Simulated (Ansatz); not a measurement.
**Run report: O, molecular dynamics (part 5 of 5)**

O (disordered cell, 12 atoms in the cell); DFT PBE-D3(BJ), scalar-relativistic, plane waves, PAW, spin-polarised (Ansatz 0.2.0); cutoff 420 eV, 1×1×1 k-mesh, Fermi–Dirac smearing of 0.02 eV, collinear spins. It belongs to a series of runs on one base structure; here: dynamics from the last frame of the run before.

Geometry of the input (Å; fractional positions):
```
6.0876  0.0000  0.0000
0.0000  6.0876  0.0000
0.0000  0.0000  6.0876
O  0.2318  0.3241  0.2640
O  0.3359  0.1937  0.1484
O  0.7546  0.3128  0.1914
O  0.6828  0.4930  0.1362
O  0.8531  0.2156  0.7467
O  1.0170  0.2067  0.6347
O  0.5665  0.8250  0.6843
O  0.5549  0.9654  0.5448
O  0.2565  0.6390  0.9495
O  0.1551  0.6296  0.7767
O  0.9827  0.7639  0.3950
O  0.9813  0.8724  0.2281
```

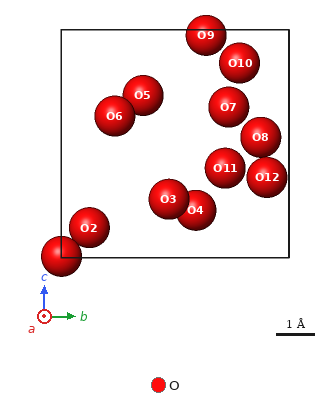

The geometry at step 359 of the log (spheres-only view of the cell of the calculation, along the a axis; atoms are numbered from 1 in the order of the input).

Trajectory as extended XYZ, continued
```
12
Lattice="6.0876 0.0000 0.0000 0.0000 6.0876 0.0000 0.0000 0.0000 6.0876" Properties=species:S:1:pos:R:3:forces:R:3 step=319 time_fs=319.0 energy=-6779.57487 temperature=336.9
O     2.8364   -0.0220    0.0586   -1.3030   1.7671   1.1842
O     2.1020    0.8522    0.5768    1.3460  -1.3896  -0.9420
O     4.6020    2.8362    1.5611    1.4463  -1.0003   0.5291
O     3.6493    3.4375    1.1714   -1.5342   0.9126  -0.7192
O     4.5950    1.9659    4.2122    0.2934  -0.0333   0.0793
O     5.7600    1.7688    3.9020   -0.2446  -0.0380   0.1078
O     3.1041    4.7707    4.0274    0.7260   0.2223  -0.4606
O     3.6479    5.5006    3.2045   -0.2580  -0.3526   0.4745
O     0.6536    3.7254    5.9788    0.4550  -0.7589   0.4008
O     0.2031    4.5914    5.2766   -0.4623   0.7327  -0.5440
O     7.1846    4.4338    2.6089   -0.5503   0.2539  -0.4049
O     6.5408    5.3507    2.1192    0.0856  -0.3160   0.2954
12
Lattice="6.0876 0.0000 0.0000 0.0000 6.0876 0.0000 0.0000 0.0000 6.0876" Properties=species:S:1:pos:R:3:forces:R:3 step=325 time_fs=325.0 energy=-6779.60196 temperature=372.3
O     2.8518   -0.0250    0.0483   -0.8141   1.1815   0.8821
O     2.1389    0.8197    0.6090    0.8855  -0.7698  -0.6839
O     4.6084    2.8367    1.5726   -0.8222   0.4457  -0.3935
O     3.6296    3.4780    1.1896    0.7331  -0.5698   0.1711
O     4.5881    2.0047    4.2252   -0.3328   0.0753   0.2537
O     5.7136    1.7209    3.8769    0.3892  -0.1620  -0.0488
O     3.1149    4.7438    4.0191    0.0362  -0.6806   0.5786
O     3.6388    5.4628    3.2063    0.4315   0.5976  -0.5186
O     0.6252    3.7414    5.9953   -0.2018   0.5131  -0.6909
O     0.1939    4.6240    5.2585    0.1952  -0.5568   0.4993
O     7.1938    4.4363    2.5815   -0.0419  -0.5038   0.0192
O     6.5817    5.3680    2.1152   -0.4580   0.4293  -0.0683
12
Lattice="6.0876 0.0000 0.0000 0.0000 6.0876 0.0000 0.0000 0.0000 6.0876" Properties=species:S:1:pos:R:3:forces:R:3 step=332 time_fs=332.0 energy=-6779.54904 temperature=354.3
O     2.8573   -0.0073    0.0519    1.8729  -2.0088  -1.4680
O     2.1980    0.7708    0.6370   -1.7642   2.4383   1.5880
O     4.5969    2.8474    1.5771   -0.9694   0.5578  -0.4350
O     3.6227    3.5128    1.2144    0.8853  -0.7270   0.1738
O     4.5748    2.0519    4.2463    0.5033  -0.2188  -0.0474
O     5.6648    1.6603    3.8469   -0.4356   0.1178   0.2625
O     3.1311    4.6959    4.0218    0.3110  -0.2058   0.0928
O     3.6377    5.4313    3.1977    0.1191   0.1905   0.0367
O     0.5873    3.7717    5.9983   -0.0758   0.2570  -0.5203
O     0.1868    4.6505    5.2482    0.0727  -0.3072   0.2825
O     7.2021    4.4276    2.5481   -0.2417  -0.1829  -0.0875
O     6.6194    5.3984    2.1097   -0.2777   0.0892   0.1218
12
Lattice="6.0876 0.0000 0.0000 0.0000 6.0876 0.0000 0.0000 0.0000 6.0876" Properties=species:S:1:pos:R:3:forces:R:3 step=339 time_fs=339.0 energy=-6779.54755 temperature=370.4
O     2.8998   -0.0266    0.0287   -0.7863   1.1331   0.9535
O     2.2250    0.7711    0.6962    0.9297  -0.6720  -0.8799
O     4.5646    2.8690    1.5717    1.5561  -1.2243   0.4859
O     3.6337    3.5327    1.2421   -1.6284   1.0063  -0.7778
O     4.5736    2.0944    4.2673    0.5268  -0.3172  -0.1053
O     5.6043    1.6011    3.8233   -0.4442   0.2043   0.3150
O     3.1569    4.6410    4.0269    0.6608   0.4840  -0.6573
O     3.6400    5.4042    3.1903   -0.3008  -0.4491   0.8102
O     0.5474    3.8071    5.9888    0.4540  -0.9793   0.5256
O     0.1804    4.6718    5.2432   -0.4517   0.9334  -0.7968
O     7.2031    4.4141    2.5112   -0.5720   0.4883  -0.2839
O     6.6500    5.4312    2.1079    0.0556  -0.6072   0.4111
12
Lattice="6.0876 0.0000 0.0000 0.0000 6.0876 0.0000 0.0000 0.0000 6.0876" Properties=species:S:1:pos:R:3:forces:R:3 step=346 time_fs=346.0 energy=-6779.56732 temperature=398.8
O     2.9285   -0.0228    0.0258   -0.9715   1.3489   1.1824
O     2.2715    0.7616    0.7380    1.1360  -0.8899  -1.1764
O     4.5623    2.8658    1.5750   -0.5859   0.3164  -0.2702
O     3.6120    3.5719    1.2527    0.5257  -0.5820  -0.0610
O     4.5857    2.1299    4.2870   -0.2847   0.0806   0.2583
O     5.5318    1.5451    3.8072    0.3887  -0.2181  -0.0476
O     3.1998    4.5944    4.0180   -0.0721  -0.5254   0.4818
O     3.6364    5.3681    3.2014    0.3290   0.6296  -0.2878
O     0.5167    3.8227    5.9874   -0.1285   0.4183  -0.6864
O     0.1639    4.7129    5.2217    0.1403  -0.4564   0.3847
O     7.1896    4.4104    2.4667   -0.0457  -0.3915   0.1428
O     6.6806    5.4512    2.1166   -0.4314   0.2698   0.0793
12
Lattice="6.0876 0.0000 0.0000 0.0000 6.0876 0.0000 0.0000 0.0000 6.0876" Properties=species:S:1:pos:R:3:forces:R:3 step=353 time_fs=353.0 energy=-6779.52103 temperature=379.6
O     2.9377    0.0105    0.0475    1.7093  -1.9265  -1.9646
O     2.3438    0.7360    0.7561   -1.5394   2.3460   1.9023
O     4.5485    2.8677    1.5725   -1.1042   0.7297  -0.4367
O     3.5996    3.5987    1.2596    1.0607  -1.0293   0.0756
O     4.5939    2.1658    4.3125    0.3106  -0.3756  -0.0757
O     5.4651    1.4843    3.7916   -0.1768   0.2103   0.2835
O     3.2439    4.5354    4.0189   -0.0064  -0.1705   0.1956
O     3.6400    5.3461    3.2086    0.1418   0.3554   0.0493
O     0.4835    3.8465    5.9695   -0.1079   0.3955  -0.6510
O     0.1494    4.7457    5.2073    0.1322  -0.4192   0.3370
O     7.1726    4.3981    2.4244   -0.0899  -0.1865   0.1504
O     6.7007    5.4764    2.1290   -0.3300   0.0706   0.1345
12
Lattice="6.0876 0.0000 0.0000 0.0000 6.0876 0.0000 0.0000 0.0000 6.0876" Properties=species:S:1:pos:R:3:forces:R:3 step=359 time_fs=359.0 energy=-6779.55675 temperature=412.9
O     2.9732    0.0095    0.0352   -0.1074   0.2877   0.1977
O     2.3830    0.7537    0.8017    0.2672   0.1065  -0.2754
O     4.5153    2.8827    1.5616    1.2589  -1.1145   0.3491
O     3.6090    3.6016    1.2658   -1.2851   0.8032  -0.7136
O     4.6066    2.1891    4.3337    0.5194  -0.6528  -0.2468
O     5.4047    1.4354    3.7839   -0.3516   0.4667   0.4427
O     3.2820    4.4801    4.0244    0.3011   0.7884  -0.6650
O     3.6468    5.3353    3.2158   -0.2728  -0.5597   0.9066
O     0.4528    3.8745    5.9401    0.3773  -0.9484   0.4975
O     0.1393    4.7662    5.2012   -0.3403   0.9402  -0.8035
O     7.1557    4.3834    2.3912   -0.3828   0.6486   0.0090
O     6.7104    5.4996    2.1428    0.0160  -0.7657   0.3016
12
Lattice="6.0876 0.0000 0.0000 0.0000 6.0876 0.0000 0.0000 0.0000 6.0876" Properties=species:S:1:pos:R:3:forces:R:3 step=366 time_fs=366.0 energy=-6779.53490 temperature=405.2
O     3.0128    0.0159    0.0264   -1.1828   1.6974   1.7187
O     2.4359    0.7778    0.8476    1.3061  -1.3506  -1.8028
O     4.5030    2.8759    1.5558    0.1219  -0.1987  -0.0223
O     3.5926    3.6210    1.2561   -0.1277  -0.1087  -0.3354
O     4.6330    2.2015    4.3540   -0.1709   0.0095   0.2627
O     5.3267    1.3878    3.7849    0.3805  -0.2185  -0.0767
O     3.3331    4.4322    4.0169   -0.1747  -0.0827   0.2093
O     3.6491    5.3116    3.2448    0.0798   0.3446   0.0130
O     0.4247    3.8878    5.9140    0.0119   0.1234  -0.3538
O     0.1203    4.8099    5.1772    0.0436  -0.1197   0.0658
O     7.1269    4.3800    2.3533   -0.0348  -0.0945   0.2262
O     6.7207    5.5099    2.1665   -0.2531  -0.0008   0.0953
12
Lattice="6.0876 0.0000 0.0000 0.0000 6.0876 0.0000 0.0000 0.0000 6.0876" Properties=species:S:1:pos:R:3:forces:R:3 step=373 time_fs=373.0 energy=-6779.51035 temperature=393.0
O     3.0265    0.0607    0.0552    1.0792  -1.4066  -1.6929
O     2.5190    0.7739    0.8535   -1.0067   1.6746   1.5972
O     4.4946    2.8630    1.5494   -1.3289   1.0434  -0.5146
O     3.5718    3.6375    1.2364    1.3456  -1.3226   0.1812
O     4.6575    2.2114    4.3803    0.0377  -0.2709   0.1136
O     5.2566    1.3362    3.7857    0.2198   0.0453   0.0662
O     3.3802    4.3828    4.0140   -0.3525  -0.3675   0.4983
O     3.6530    5.2965    3.2761    0.1284   0.6536  -0.2984
O     0.3975    3.9030    5.8789   -0.1679   0.7538  -0.7854
O     0.1017    4.8523    5.1532    0.2480  -0.7391   0.5368
O     7.0963    4.3749    2.3213    0.1163  -0.4397   0.2913
O     6.7241    5.5191    2.1936   -0.3187   0.3756   0.0066
12
Lattice="6.0876 0.0000 0.0000 0.0000 6.0876 0.0000 0.0000 0.0000 6.0876" Properties=species:S:1:pos:R:3:forces:R:3 step=380 time_fs=380.0 energy=-6779.53536 temperature=412.2
O     3.0619    0.0778    0.0492    0.1253  -0.1036  -0.2245
O     2.5829    0.8059    0.8919   -0.1166   0.2944   0.1468
O     4.4576    2.8720    1.5313    1.0799  -0.9474   0.3350
O     3.5801    3.6239    1.2183   -1.0322   0.7293  -0.6157
O     4.6832    2.2125    4.4095    0.3360  -0.8271  -0.2147
O     5.1927    1.2865    3.7889   -0.0230   0.6104   0.3819
O     3.4184    4.3273    4.0220   -0.0678   0.9956  -0.5150
O     3.6594    5.2955    3.3023   -0.2815  -0.7305   0.6444
O     0.3672    3.9339    5.8254    0.3473  -0.8789   0.4984
O     0.0884    4.8797    5.1401   -0.2369   0.9067  -0.6802
O     7.0676    4.3610    2.2974   -0.1975   0.6567   0.1963
O     6.7195    5.5351    2.2213    0.0670  -0.7055   0.0476
12
Lattice="6.0876 0.0000 0.0000 0.0000 6.0876 0.0000 0.0000 0.0000 6.0876" Properties=species:S:1:pos:R:3:forces:R:3 step=386 time_fs=386.0 energy=-6779.47519 temperature=370.6
O     3.0983    0.0861    0.0346   -1.0525   1.7719   2.0122
O     2.6319    0.8442    0.9323    0.9931  -1.6533  -2.0707
O     4.4430    2.8643    1.5209    0.8541  -0.7005   0.2750
O     3.5711    3.6225    1.1910   -0.7711   0.5506  -0.5037
O     4.7118    2.1967    4.4313   -0.0406  -0.1045   0.2839
O     5.1385    1.2556    3.7989    0.3791  -0.0711  -0.1352
O     3.4485    4.2982    4.0205   -0.2682   0.3193  -0.0151
O     3.6595    5.2825    3.3364   -0.1562  -0.1147   0.0759
O     0.3475    3.9461    5.7864    0.1782  -0.2525   0.0887
O     0.0732    4.9180    5.1177   -0.0415   0.2836  -0.2060
O     7.0395    4.3606    2.2818   -0.0382   0.2006   0.2257
O     6.7158    5.5363    2.2459   -0.0361  -0.2293  -0.0307
12
Lattice="6.0876 0.0000 0.0000 0.0000 6.0876 0.0000 0.0000 0.0000 6.0876" Properties=species:S:1:pos:R:3:forces:R:3 step=393 time_fs=393.0 energy=-6779.47207 temperature=367.1
O     3.1181    0.1346    0.0610    0.3462  -0.5834  -0.7767
O     2.7102    0.8532    0.9343   -0.4808   0.5999   0.7192
O     4.4420    2.8427    1.5133   -1.2605   1.2351  -0.5648
O     3.5469    3.6295    1.1485    1.3831  -1.2963   0.3966
O     4.7447    2.1750    4.4641   -0.0581   0.0105   0.3751
O     5.0852    1.2182    3.8072    0.4116  -0.1138  -0.2505
O     3.4758    4.2698    4.0200   -0.4653  -0.6900   0.6305
O     3.6558    5.2671    3.3763   -0.0329   0.8141  -0.6268
O     0.3285    3.9569    5.7413   -0.1374   0.9949  -0.6688
O     0.0553    4.9672    5.0880    0.3083  -0.9653   0.6378
O     7.0063    4.3631    2.2697    0.1979  -0.6432   0.2126
O     6.7100    5.5339    2.2739   -0.2123   0.6376  -0.0841
12
Lattice="6.0876 0.0000 0.0000 0.0000 6.0876 0.0000 0.0000 0.0000 6.0876" Properties=species:S:1:pos:R:3:forces:R:3 step=400 time_fs=400.0 energy=-6779.46146 temperature=358.0
O     3.1454    0.1691    0.0682    0.5588  -1.0891  -1.3974
O     2.7766    0.8765    0.9538   -0.7761   0.9871   1.3498
O     4.4144    2.8485    1.4934    0.5084  -0.2049   0.1781
O     3.5530    3.6074    1.1135   -0.3338   0.2589  -0.2797
O     4.7764    2.1508    4.5060    0.1997  -0.7806  -0.1767
O     5.0434    1.1804    3.8100    0.1762   0.7726   0.2748
O     3.4906    4.2291    4.0332   -0.2174   0.7808  -0.3225
O     3.6498    5.2679    3.4027   -0.3509  -0.7573   0.2613
O     0.3076    3.9891    5.6816    0.3019  -0.5558   0.3820
O     0.0445    4.9956    5.0720   -0.0970   0.5870  -0.3199
O     6.9775    4.3526    2.2639   -0.0668   0.4613   0.1948
O     6.6994    5.5442    2.2992    0.0970  -0.4598  -0.1443
```

Key numbers

- outcome: finished
- mean temperature over the second half: 340 K
- trajectory: 400 steps, 400 fs
- ensemble: nvt_nose_hoover
- temperature in the input: 350.0 K
- time step: 1 fs
- electrons treated: 72
- potential energy (free energy of the electrons) (last step): −6779.4615 eV
- Fermi energy (last step): −0.638 eV
- net moment of the cell (last step): 12.00 μB
- integrated absolute moment (last step): 12.20 μB
- largest force (length of the vector) (last step): 1.858 eV/Å
- hardware: 1 thread of Intel Xeon (Granite Rapids), 16 GiB of memory available, shared host
- wall time: 10 min
- peak memory: 0.41 GiB

The k-point mesh is coarse for a cell of this size, so the results may not be converged. So short a trajectory is not equilibrated.
